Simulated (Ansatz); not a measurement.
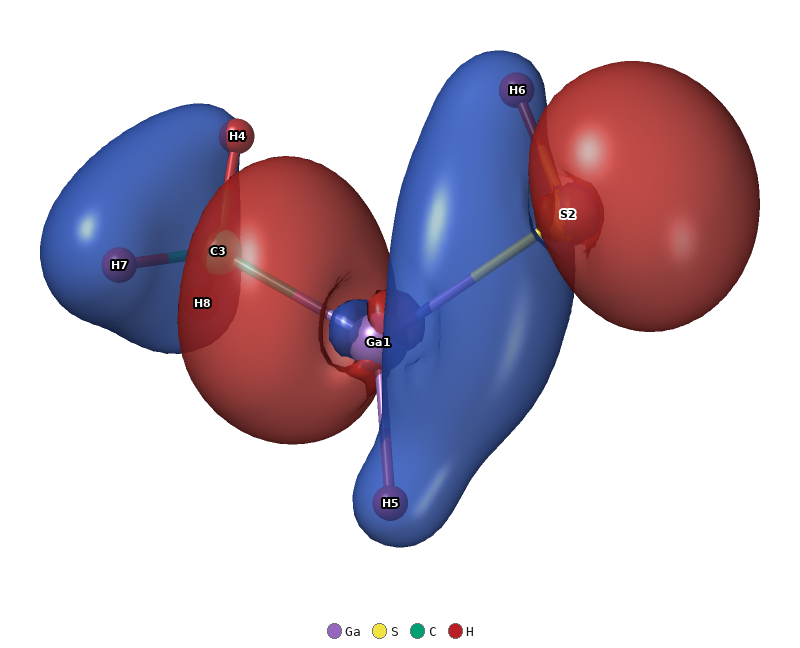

Figure 1: CH5GaS. The HOMO−1 at ±0.08 Å⁻³ᐟ² (blue and red are the two phases), seen at an oblique angle.

All numbers below come from Ansatz, RKS PBE-D4/def2-SVP.

```
atom    x (Å)    y (Å)    z (Å)
  Ga  -0.8759  -0.4148   0.0480
   S  -0.2203  -2.0537   1.4059
   C   0.4231   0.9431  -0.5537
   H   1.4300   0.7724  -0.1267
   H  -2.4034  -0.4948  -0.3305
   H   1.0751  -1.6343   1.4764
   H   0.0752   1.9544  -0.2588
   H   0.4964   0.9278  -1.6606
```

Describe this orbital and give its energy.

Answer. Its weight (Hirshfeld) is mainly on S2 (about 40 %), C3 (about 30 %) and Ga1 (about 20 %). Its energy is −6.86 eV.
